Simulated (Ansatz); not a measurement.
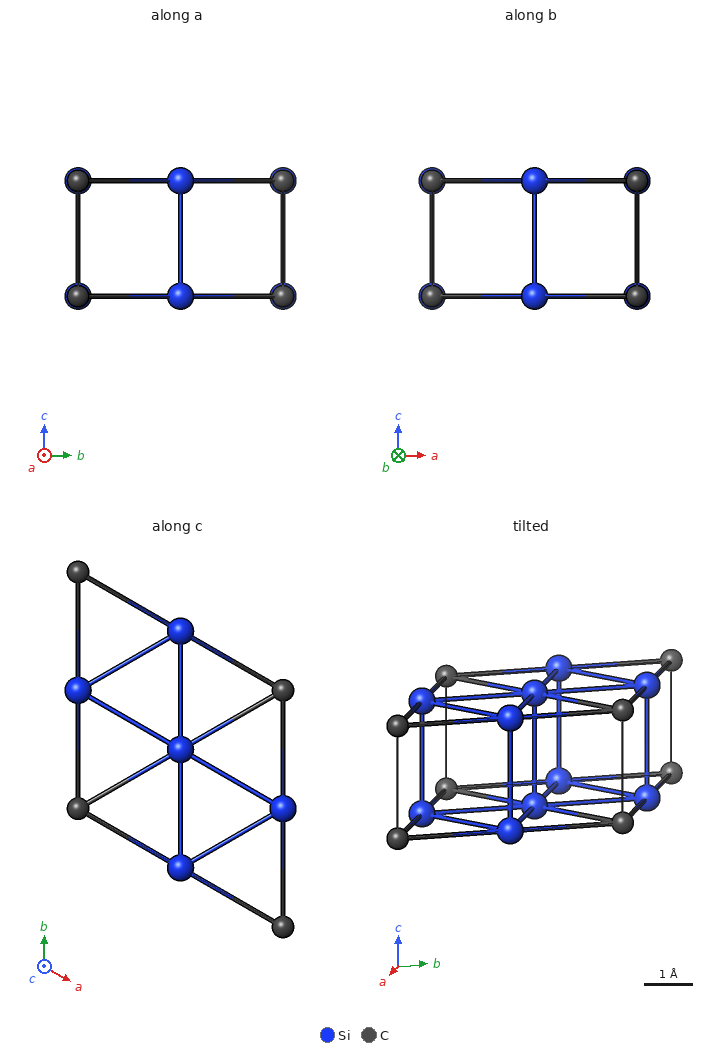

An orthographic ball-and-stick view of the structure, along the a axis, along the b axis, along the c axis and slightly off an axis. The frame is the conventional unit cell; atoms at its boundary are shown with their periodic copies.

Lattice parameters: a = 4.948 Å, b = 4.948 Å, c = 2.413 Å, α = 90.00°, β = 90.00°, γ = 120.00°. Put a along x and b in the xy plane.

**Reconstruct the structure as a POSCAR file.**

```
Si C
1.0
     4.948    0.000    0.000
    -2.474    4.285    0.000
     0.000    0.000    2.413
Si C
3 1
Direct
  0.5000 0.0000 0.0000
  0.0000 0.5000 0.0000
  0.5000 0.5000 0.0000
  0.0000 0.0000 0.0000
```

The structure was taken from a random cell made by a generator, so it need not be a real form of the compound. Earlier steps of the study may have refined or changed the cell and positions. It was run through Ansatz as a DFT input.
